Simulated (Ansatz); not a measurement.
# Run report: GaH₃ClO₂F, nudged elastic band

System: GaH₃ClO₂F.
Method: RKS PBE0-D4/def2-SVP (Ansatz 0.2.0).

Figures and captions count atoms from 1; the log counts them from 0 in places.

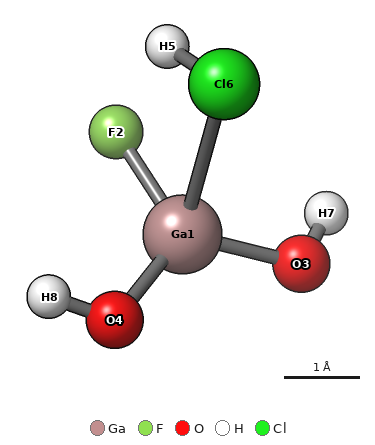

The structure as given in the input (ball-and-stick view, seen at a tilt; atoms are numbered from 1 in the order of the input). Sticks mark near contacts. Bond lengths as drawn: Cl–Ga 2.72 Å, Cl–H 1.29 Å, F–Ga 1.79 Å, Ga–O 1.77 Å and H–O 0.96 Å.

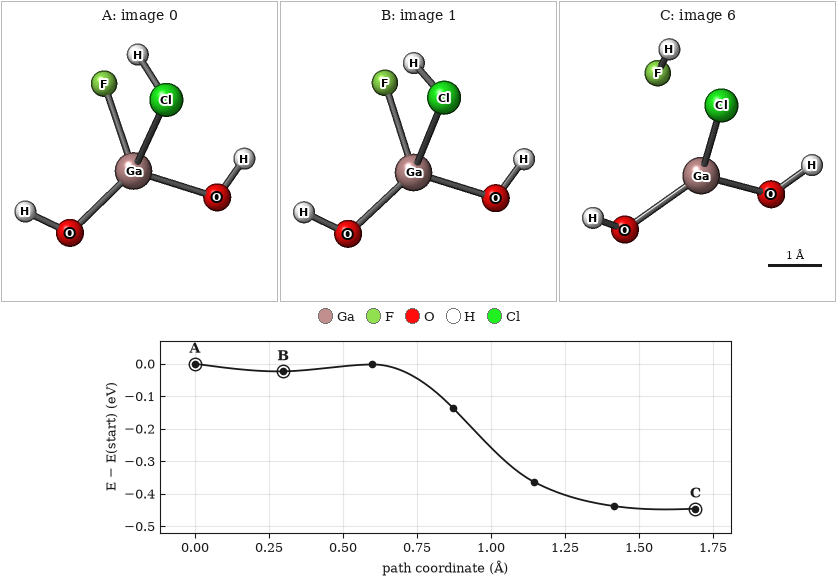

Images of the last band (counted from 0; ball-and-stick, seen at a tilt) above the energy along the path; the line is a cubic interpolation that uses the forces. No image lies above both ends; the end is 0.446 eV below the start. A local maximum stands at image 2, −0.002 eV from the start. The path is 1.69 Å long. The band converged in 8 iterations. The end points carry forces over 0.1 eV/Å, so they aren't fully relaxed minima and the barriers are approximate.

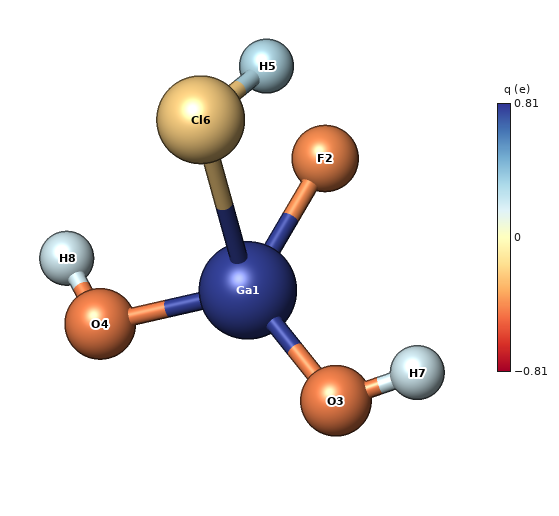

Mulliken charges, as the colour of each atom (ball-and-stick view, seen at a tilt; atoms are numbered from 1 in the order of the input; Mulliken charges depend strongly on the basis). By element: Ga +0.77, F −0.40, O −0.43, H +0.20 to +0.29 and Cl −0.21 e.

The input that produced these results follows, with the program's output.

The input
```yaml
crystal:
  periodic: [false, false, false]
  atoms:
    - {symbol: Ga, position_ang: [-0.530048, 0.040242, 0.132873]}
    - {symbol: F, position_ang: [0.337328, 1.583365, -0.100333]}
    - {symbol: O, position_ang: [-1.496870, -0.575965, -1.210418]}
    - {symbol: O, position_ang: [-0.743654, -0.546830, 1.784727]}
    - {symbol: H, position_ang: [2.009296, 0.478433, -0.509856]}
    - {symbol: Cl, position_ang: [1.979983, -0.815365, -0.489949]}
    - {symbol: H, position_ang: [-1.338225, -0.103481, -2.030568]}
    - {symbol: H, position_ang: [-0.217810, -0.060398, 2.423421]}
basis:
  gaussian: {orbitals: def2-SVP}
hamiltonian: {xc: pbe0, dispersion: d4}
neb:
  images: 5
  climbing: true
  max_iterations: 40
  initial_path: idpp
  final_atoms:
    - {symbol: Ga, position_ang: [-0.327065, -0.347800, 0.084135]}
    - {symbol: F, position_ang: [0.721511, 1.648101, -0.192809]}
    - {symbol: O, position_ang: [-1.544537, -0.296902, -1.193424]}
    - {symbol: O, position_ang: [-0.804563, -0.272590, 1.782172]}
    - {symbol: H, position_ang: [1.527020, 1.205963, -0.389515]}
    - {symbol: Cl, position_ang: [1.684114, -1.071308, -0.410100]}
    - {symbol: H, position_ang: [-1.182360, -0.451012, -2.068398]}
    - {symbol: H, position_ang: [-0.074120, -0.414452, 2.387839]}
```

Launched with:
```bash
ansatz run in.yaml --threads 8 --pin off --events-out ev --progress --plain --max-ram 19148MiB
```

Log
```
Functional definition: PBE0
  name "PBE0"
  cite "Adamo & Barone, J. Chem. Phys. 110, 6158 (1999) doi:10.1063/1.478522"
  cite "Perdew, Burke & Ernzerhof, Phys. Rev. Lett. 77, 3865 (1996) doi:10.1103/PhysRevLett.77.3865"
  parent pbe
  parameter a = 0.25
  parameter kappa = 0.804
  parameter beta = 0.06672455060314922
  exchange = (1 - a)*pbe_x(kappa = kappa, mu = beta*pi^2/3) + a*exact_x
  correlation = pbe_c(beta = beta)
1087 factors; integrals over basis functions are off by at most 3.6e-4 eV
mean field evaluation 1: about -71719.4078 eV, gradient 7.7e1 eV
mean field evaluation 2: about -71697.2713 eV, gradient 1.3e2 eV
mean field evaluation 4: about -71729.4236 eV, gradient 7.4e0 eV
mean field evaluation 8: about -71729.5217 eV, gradient 5.9e-2 eV
mean field -71729.52166728 eV, -2636.0113012563 hartree, gradient 2.2e-5 eV, S^2 0.000000; 0 other end points of the search recorded, 0 dependent functions left out
the calculation of the forces begins
reference -71729.52169655 eV, -2636.0113023321 hartree; 38, 38 occupied and 69, 69 virtual orbitals, 1087 factors
1089 factors; integrals over basis functions are off by at most 1.3e-3 eV
mean field evaluation 16: about -71720.2668 eV, gradient 7.5e1 eV
mean field -71729.96536854 eV, -2636.0276069772 hartree, gradient 5.9e-5 eV, S^2 0.000000; 0 other end points of the search recorded, 0 dependent functions left out
[... from here on the field's lines of each further geometry are left out, up to the last ...]
WARN: NEB end point (image 0): max|allowed force component| = 2.455e-1 eV/Å (the criterion of neb.relax_end_points is 1.000e-2). That is over neb.f_tol: it is no minimum, so the barrier can be far off. Relax it first
WARN: NEB end point (image 6): max|allowed force component| = 1.551e-1 eV/Å (the criterion of neb.relax_end_points is 1.000e-2). That is over neb.f_tol: it is no minimum, so the barrier can be far off. Relax it first
NEB iter   1: max|band force component| = 2.596e0 eV/Å  barrier→ = 1.0002 eV  barrier← = 1.4458 eV  Δτ_max = 0.2000 Å  (184 SCF iters)
NEB iter   2: max|band force component| = 2.254e0 eV/Å  barrier→ = 0.0828 eV  barrier← = 0.5284 eV  Δτ_max = 0.1964 Å  (157 SCF iters)
NEB iter   3: max|band force component| = 7.713e-1 eV/Å  barrier→ = 0.0304 eV  barrier← = 0.4760 eV  Δτ_max = 0.1953 Å  (149 SCF iters)
NEB iter   4: max|band force component| = 7.214e-1 eV/Å  barrier→ = 0.0026 eV  barrier← = 0.4482 eV  Δτ_max = 0.0479 Å  (140 SCF iters)
NEB iter   5: max|band force component| = 2.548e-1 eV/Å  barrier→ = -0.0002 eV  barrier← = 0.4454 eV  CI = image 2  Δτ_max = 0.0420 Å  (145 SCF iters)
NEB iter   6: max|band force component| = 1.292e-1 eV/Å  barrier→ = -0.0014 eV  barrier← = 0.4442 eV  CI = image 2  Δτ_max = 0.0129 Å  (144 SCF iters)
NEB iter   7: max|band force component| = 7.428e-2 eV/Å  barrier→ = -0.0017 eV  barrier← = 0.4438 eV  CI = image 2  Δτ_max = 0.0081 Å  (145 SCF iters)
the calculation of the forces begins
reference -71729.96453493 eV, -2636.0275763423 hartree; 38, 38 occupied and 69, 69 virtual orbitals, 1089 factors
these checks for a lower state are left out or cut short: stability, starts, cluster_reference, orbital_swaps, neighbouring_geometries, increment
1089 factors; integrals over basis functions are off by at most 1.3e-3 eV
mean field -71729.96846722 eV, -2636.0277208513 hartree, gradient 1.7e-6 eV, S^2 0.000000; 0 other end points of the search recorded, 0 dependent functions left out
the calculation of the forces begins
reference -71729.96849544 eV, -2636.0277218885 hartree; 38, 38 occupied and 69, 69 virtual orbitals, 1089 factors
NEB iter   8: max|band force component| = 3.271e-2 eV/Å  barrier→ = -0.0020 eV  barrier← = 0.4436 eV  CI = image 2  CI's point: of a kind that is not told: the force calls were inconclusive, a negative curvature could not be distinguished from the path's own, the only one lies far off the path, or fixed occupations may fill a level only in part  Δτ_max = 0.0000 Å  (1039 SCF iters)
Total energy: -71729.66959559 eV, -2636.0167375215 hartree
Atom 0 at    -0.438795    -0.073832     0.110982 Å, force    -0.007624    -0.014786     0.002433 eV/Å
Atom 1 at     0.551269     1.485677    -0.152963 Å, force    -0.006864     0.012341     0.001473 eV/Å
Atom 2 at    -1.517704    -0.508424    -1.212553 Å, force     0.002286    -0.001240    -0.000638 eV/Å
Atom 3 at    -0.761141    -0.479159     1.795179 Å, force     0.002399    -0.001233    -0.000653 eV/Å
Atom 4 at     1.592632     0.616563    -0.406352 Å, force     0.015172    -0.014873    -0.003817 eV/Å
Atom 5 at     1.937479    -0.746765    -0.479999 Å, force    -0.008016     0.009214     0.001928 eV/Å
Atom 6 at    -1.246401    -0.168884    -2.071258 Å, force     0.002534     0.005387     0.003991 eV/Å
Atom 7 at    -0.117339    -0.125175     2.416862 Å, force     0.000113     0.005191    -0.004718 eV/Å
Dipole moment:     0.367937     0.214822    -0.094775 e Å
```

The last band as extended XYZ (Å, eV, eV/Å)
```
8
Properties=species:S:1:pos:R:3:forces:R:3 image=0 energy=-71729.66759
Ga   -0.5300    0.0402    0.1329    0.0089   0.0173  -0.0024
F     0.3373    1.5834   -0.1003    0.0612  -0.0714  -0.0146
O    -1.4969   -0.5760   -1.2104   -0.0272  -0.0686   0.1221
O    -0.7437   -0.5468    1.7847   -0.0813  -0.0705  -0.0936
H     2.0093    0.4784   -0.5099   -0.0741   0.2455   0.0162
Cl    1.9800   -0.8154   -0.4899    0.0303  -0.2050  -0.0056
H    -1.3382   -0.1035   -2.0306    0.0087   0.0751  -0.1401
H    -0.2178   -0.0604    2.4234    0.0735   0.0776   0.1180
8
Properties=species:S:1:pos:R:3:forces:R:3 image=1 energy=-71729.69085
Ga   -0.4945   -0.0074    0.1245    0.0030   0.0133  -0.0008
F     0.4516    1.5139   -0.1281   -0.0140  -0.0005   0.0035
O    -1.5032   -0.5567   -1.2130   -0.0053  -0.0098  -0.0033
O    -0.7479   -0.5277    1.7897   -0.0033  -0.0097   0.0056
H     1.7758    0.5356   -0.4519    0.0092   0.0189  -0.0025
Cl    2.0191   -0.7667   -0.5008    0.0018  -0.0258  -0.0001
H    -1.3131   -0.1174   -2.0480    0.0058   0.0069   0.0050
H    -0.1878   -0.0736    2.4274    0.0029   0.0067  -0.0073
8
Properties=species:S:1:pos:R:3:forces:R:3 image=2 energy=-71729.66957
Ga   -0.4388   -0.0738    0.1110   -0.0076  -0.0148   0.0024
F     0.5513    1.4857   -0.1530   -0.0069   0.0123   0.0015
O    -1.5177   -0.5084   -1.2126    0.0023  -0.0012  -0.0006
O    -0.7611   -0.4792    1.7952    0.0024  -0.0012  -0.0007
H     1.5926    0.6166   -0.4064    0.0152  -0.0149  -0.0038
Cl    1.9375   -0.7468   -0.4800   -0.0080   0.0092   0.0019
H    -1.2464   -0.1689   -2.0713    0.0025   0.0054   0.0040
H    -0.1173   -0.1252    2.4169    0.0001   0.0052  -0.0047
8
Properties=species:S:1:pos:R:3:forces:R:3 image=3 energy=-71729.80213
Ga   -0.3721   -0.1913    0.0952    0.2258  -0.4379  -0.0517
F     0.6560    1.4757   -0.1789    0.3842  -0.0402  -0.0964
O    -1.5239   -0.4830   -1.2066   -0.0158   0.0969   0.0249
O    -0.7703   -0.4540    1.7920   -0.0255   0.0968  -0.0169
H     1.4821    0.7688   -0.3797   -0.3942   0.5561   0.0938
Cl    1.8769   -0.7991   -0.4638   -0.2287  -0.1989   0.0591
H    -1.2386   -0.1804   -2.0742    0.0267  -0.0363  -0.0092
H    -0.1100   -0.1367    2.4158    0.0275  -0.0365  -0.0036
8
Properties=species:S:1:pos:R:3:forces:R:3 image=4 energy=-71730.03004
Ga   -0.3195   -0.3152    0.0829    0.0688  -0.2553  -0.0140
F     0.6877    1.5278   -0.1859    0.0695   0.1005  -0.0203
O    -1.5319   -0.4458   -1.1933    0.0096   0.0881   0.0236
O    -0.7847   -0.4176    1.7825   -0.0081   0.0853  -0.0246
H     1.4534    0.9432   -0.3737   -0.0530   0.3295   0.0118
Cl    1.8090   -0.8988   -0.4462   -0.1357  -0.2072   0.0351
H    -1.2190   -0.2182   -2.0743    0.0250  -0.0709   0.0024
H    -0.0949   -0.1753    2.4080    0.0238  -0.0700  -0.0141
8
Properties=species:S:1:pos:R:3:forces:R:3 image=5 energy=-71730.10551
Ga   -0.3114   -0.3540    0.0820   -0.0191  -0.0158   0.0029
F     0.6614    1.6006   -0.1812    0.0031   0.0300  -0.0006
O    -1.5375   -0.3940   -1.1873    0.0022   0.0350   0.0069
O    -0.7912   -0.3670    1.7812    0.0127   0.0354  -0.0137
H     1.4553    1.1102   -0.3765    0.0081   0.0688  -0.0028
Cl    1.7654   -0.9496   -0.4353   -0.0243  -0.0442   0.0077
H    -1.1860   -0.3424   -2.0813    0.0118  -0.0545  -0.0047
H    -0.0559   -0.3038    2.3984    0.0054  -0.0547   0.0043
8
Properties=species:S:1:pos:R:3:forces:R:3 image=6 energy=-71730.11318
Ga   -0.3146   -0.3595    0.0826   -0.0468   0.1348   0.0105
F     0.6637    1.6733   -0.1831   -0.0989  -0.0511   0.0253
O    -1.5371   -0.3416   -1.1911   -0.0488   0.0260   0.1207
O    -0.7892   -0.3127    1.7825   -0.1001   0.0239  -0.0836
H     1.4834    1.2606   -0.3852    0.0660  -0.0869  -0.0158
Cl    1.7188   -1.0097   -0.4225    0.0776   0.0303  -0.0198
H    -1.1725   -0.4769   -2.0682    0.0413  -0.0399  -0.1551
H    -0.0524   -0.4336    2.3850    0.1098  -0.0372   0.1178
```

Results in brief

| quantity | value |
| --- | --- |
| outcome | converged |
| barrier, forward | −0.002 eV |
| barrier, backward | 0.444 eV |
| dipole moment (one image of the band) | 2.10 D |
| hardware | 8 threads of Intel Xeon, 31 GiB of memory available, shared host |
| wall time | 41 s (CPU time 4.3 min) |
| peak memory | 0.52 GiB |
